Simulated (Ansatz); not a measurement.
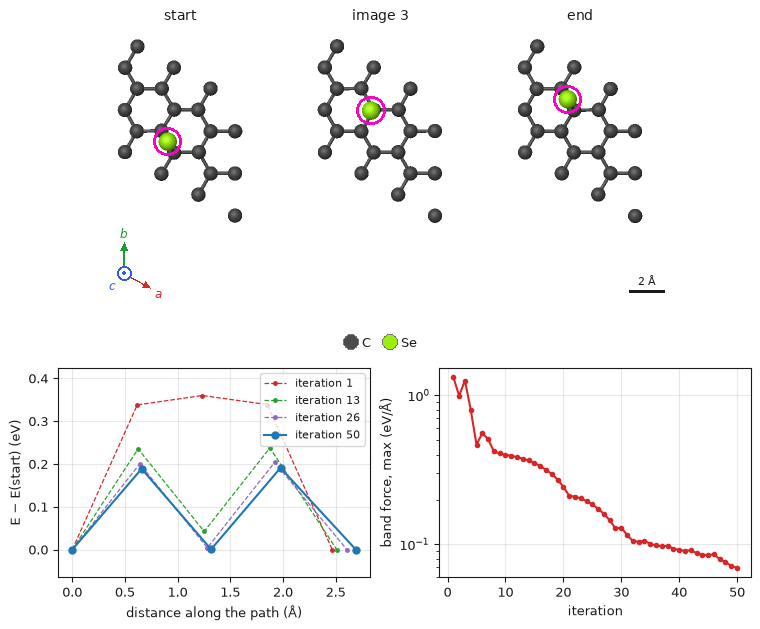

A search for the minimum-energy path of Se on graphene monolayer (19 atoms in the cell) by the nudged elastic band. Images are numbered from 0 (start) to 4 (end). The plot follows the band through its iterations. A ball-and-stick model of the simulation cell, with the vacuum cut short (origin moved), seen along the c axis. The moving atom is ringed, with any periodic copies. Bonds to atoms that aren't drawn are left out.

These are results of Ansatz, DFT PBE, scalar-relativistic, plane waves, PAW, not measurements.

Input file:
```yaml
crystal:
  lattice:
    - [7.398, 0.0, 0.0]
    - [-3.699, 6.406856, 0.0]
    - [0.0, 0.0, 12.0]
  atoms:
    - { symbol: C, position: [0.00085089, -0.00079953, 0.07684031] }
    - { symbol: C, position: [0.21860383, 0.1066143, 0.08370381] }
    - { symbol: C, position: [-0.00459677, 0.32977385, 0.08366546] }
    - { symbol: C, position: [0.21981539, 0.44560956, 0.10327452] }
    - { symbol: C, position: [-0.00071212, 0.66613029, 0.07837224] }
    - { symbol: C, position: [0.22222202, 0.7783327, 0.07877672] }
    - { symbol: C, position: [0.33201654, -0.00170836, 0.07879646] }
    - { symbol: C, position: [0.55494803, 0.11046997, 0.07837839] }
    - { symbol: C, position: [0.33441482, 0.33100761, 0.10320784] }
    - { symbol: C, position: [0.55879828, 0.44680023, 0.08371047] }
    - { symbol: C, position: [0.33563126, 0.67001124, 0.08367034] }
    - { symbol: C, position: [0.55337386, 0.77739252, 0.07683967] }
    - { symbol: C, position: [0.66519745, 0.00021981, 0.07457222] }
    - { symbol: C, position: [0.88801621, 0.11203349, 0.0768175] }
    - { symbol: C, position: [0.66713302, 0.3333986, 0.07879726] }
    - { symbol: C, position: [0.88709173, 0.44319236, 0.07877705] }
    - { symbol: C, position: [0.66620703, 0.66455571, 0.07686292] }
    - { symbol: C, position: [0.88903095, 0.77638477, 0.07459634] }
    - { symbol: Se, position: [0.27677117, 0.38843498, 0.27033988] }
basis:
  ecutwfc: 420.0
kpoints:
  mp_grid: { grid: [2, 2, 1] }
hamiltonian:
  xc: pbe
scf:
  occupations: { method: fermi_dirac, width: 0.02 }
  lower_state_search: "off"
  max_iter: 64
neb:
  images: 3
  f_tol: 0.05
  max_iterations: 50
  order_check: false
  spring: 50.0
  optimiser: fire
  final_atoms:
    - { symbol: C, position: [-0.00071212, -0.00053638, 0.07837224] }
    - { symbol: C, position: [0.22222202, 0.11166603, 0.07877672] }
    - { symbol: C, position: [0.00085089, 0.3325338, 0.07684031] }
    - { symbol: C, position: [0.21860383, 0.43994763, 0.08370381] }
    - { symbol: C, position: [-0.00459677, 0.66310718, 0.08366546] }
    - { symbol: C, position: [0.21981539, 0.77894289, 0.10327452] }
    - { symbol: C, position: [0.33563126, 0.00334457, 0.08367034] }
    - { symbol: C, position: [0.55337386, 0.11072585, 0.07683967] }
    - { symbol: C, position: [0.33201654, 0.33162497, 0.07879646] }
    - { symbol: C, position: [0.55494803, 0.4438033, 0.07837839] }
    - { symbol: C, position: [0.33441482, 0.66434094, 0.10320784] }
    - { symbol: C, position: [0.55879828, 0.78013356, 0.08371047] }
    - { symbol: C, position: [0.66620703, -0.00211096, 0.07686292] }
    - { symbol: C, position: [0.88903095, 0.1097181, 0.07459634] }
    - { symbol: C, position: [0.66519745, 0.33355314, 0.07457222] }
    - { symbol: C, position: [0.88801621, 0.44536682, 0.0768175] }
    - { symbol: C, position: [0.66713302, 0.66673193, 0.07879726] }
    - { symbol: C, position: [0.88709173, 0.77652569, 0.07877705] }
    - { symbol: Se, position: [0.27677117, 0.72176831, 0.27033988] }
```

Run as
```bash
ansatz run input.yaml --threads 1 --pin off --max-ram 3072MiB --backend cpu --events-out ev --progress --plain --runs-dir out
```

Question: How did the profile develop, and is the result final?

Answer: The result isn't final. The band hadn't converged when the run stopped after 50 iterations. The largest component of the band force went from 1.3 to 0.07 eV/Å. The barrier read from it is provisional, though the highest image hardly moved in the last two iterations. The spring constant is far from the usual few eV/Å², which spoils the spacing or the steps. The first iteration put the highest image at 0.360 eV. The barrier is about 0.191 eV in both directions, with image 3 at the top; the ends have the same energy. The profile has 2 maxima (images 1, 3) with a dip at image 2 (0.001 eV), which on an unconverged band is provisional.

Limits of the set-up: the periodic images lie only 7.4 Å apart, so the values are limited by the cell's size.
